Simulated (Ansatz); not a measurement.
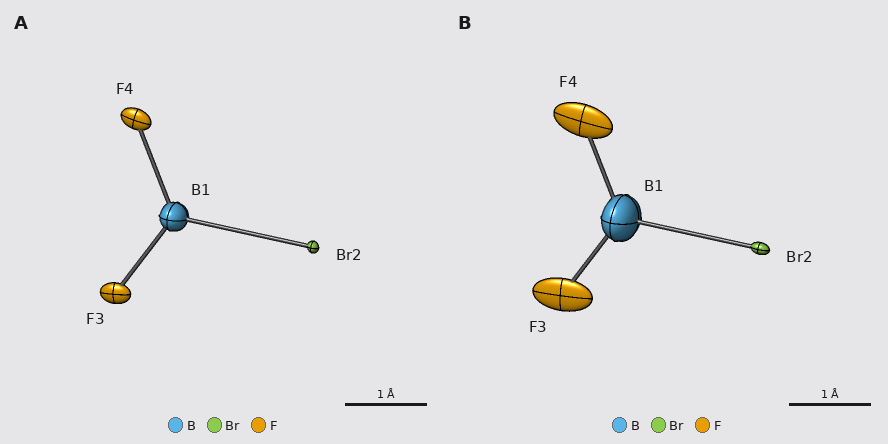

Displacement ellipsoids at the 50 % level, scaled by 3, from the internal vibrations of the free molecule (harmonic, no overall translation or rotation; no half-axis is drawn under 0.075 Å). Vibrations computed with RKS PBE0-D4/def2-TZVP (Ansatz 0.2.0). One panel is for 100 K, the other for 900 K.

Which panel is for 900 K?

B.

How much does the mean-square displacement of F3 grow, and why?

U_eq goes from 0.00095 to 0.0032 Å², a factor of 3.4. Modes below kT (626 cm⁻¹ at 900 K) grow about in proportion to T, and the lowest lies at 295 cm⁻¹; the mean-square amplitude of a mode is its zero-point value times coth(ħω/2kT), which comes close to 1 only above about 3kT.
